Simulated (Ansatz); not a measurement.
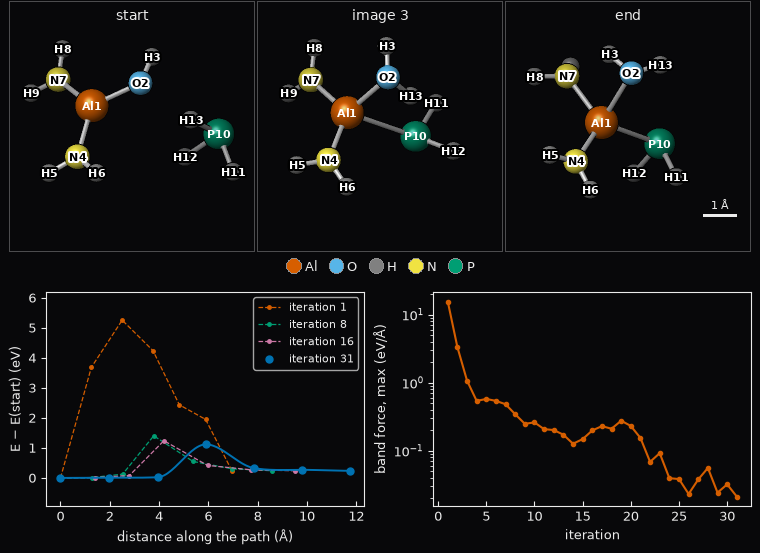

A nudged-elastic-band calculation for AlPN2H8O, made up at the start of AlN2H5O and PH3. Images are numbered from 0 (start) to 6 (end). The plot follows the band through its iterations. The picture is a ball-and-stick view, seen at a tilt.

Theory: Ansatz 0.2.0, RKS B3LYP/6-31G*. Settings: 5 movable images; climbing image; force threshold 0.03 eV/Å; iteration limit 60; starting path through a guess of the saddle point.

Judge this run.

Answer. The run is converged, with reservations. The band converged in 31 iterations. The largest component of the band force went from 16 to 0.021 eV/Å. The climbing image converged on the top of the path. Its vibrational analysis gives 2 imaginary modes over 30i cm⁻¹, so it isn't confirmed as a transition state. The first iteration put the highest image at 5.26 eV. The energy climbs by 1.12 eV to image 3 and then falls by 0.88 eV, so the end point sits at +0.24 eV.

Limits of the set-up: the start holds two separate molecules, 2.6 Å apart at their closest, whose relative position is a soft coordinate and is computed without a dispersion correction.
